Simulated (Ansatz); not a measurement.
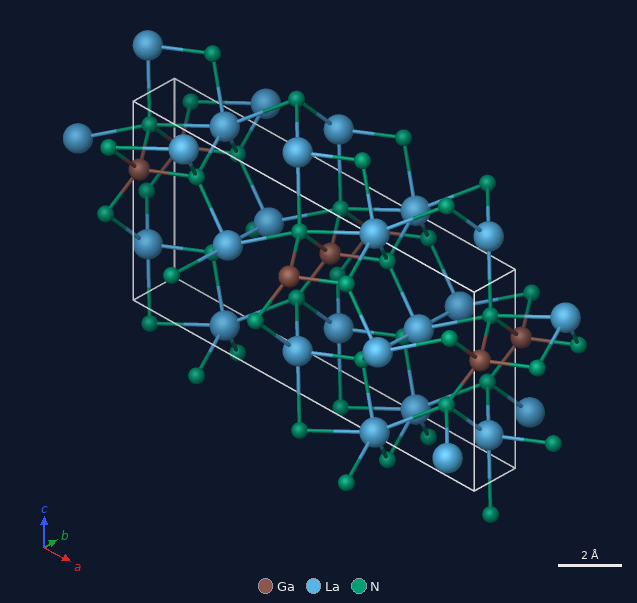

View slightly off an axis, drawn as a ball-and-stick model. The wireframe shows the conventional unit cell. The first bonded neighbours in the surrounding cells are also shown.

La₃GaN₄, space group Cm (No. 8), a = 12.905 Å, b = 3.885 Å, c = 6.546 Å, α = 90.00°, β = 115.06°, γ = 90.00°. It goes back to a structure type filled with these elements by a generator (whether the compound takes this form wasn't checked). Earlier steps of the study, as a rule a relaxation of our own, may have changed the cell and positions, so they can lie some per cent off the listed ones. It went into a calculation with Ansatz.

This one geometry was computed with Ansatz (DFT, plane waves, PAW) at five levels of theory: PBE with spin-orbit coupling, PBE, HSE06, r2SCAN and PBE0. It was relaxed beforehand with r2SCAN.

Which level gives the highest pressure at this volume, and what does that say about its equilibrium volume?

Answer. Highest: PBE with spin-orbit coupling (1.2 GPa) and PBE (1.3 GPa), which points to the largest equilibrium volume. Lowest, with the smallest volume: HSE06 (-0.8 GPa) and PBE0 (-0.8 GPa). Levels within 0.5 GPa of each other can't be told apart.

How does the band gap change with the level of theory?

Answer. PBE with spin-orbit coupling: a gap of 0.42 eV, indirect; PBE: a gap of 0.47 eV, indirect; r2SCAN: a gap of 0.71 eV, indirect; HSE06: a gap of 1.35 eV, indirect; PBE0: a gap of 2.02 eV, indirect.

Collect the results in a table.

Answer.
| level | cutoff (eV) | k-mesh of the run's cell | gap (eV) | pressure (GPa) |
| --- | --- | --- | --- | --- |
| PBE with spin-orbit coupling | 420 | 8×8×4 | 0.42 | 1.2 |
| PBE | 420 | 8×8×4 | 0.47 | 1.3 |
| HSE06 | 420 | 4×4×4 | 1.35 | -0.8 |
| r2SCAN | 500 | 8×8×4 | 0.71 | 0.0 |
| PBE0 | 420 | 4×4×4 | 2.02 | -0.8 |

Gaps are taken on the k-mesh or band path of each run.
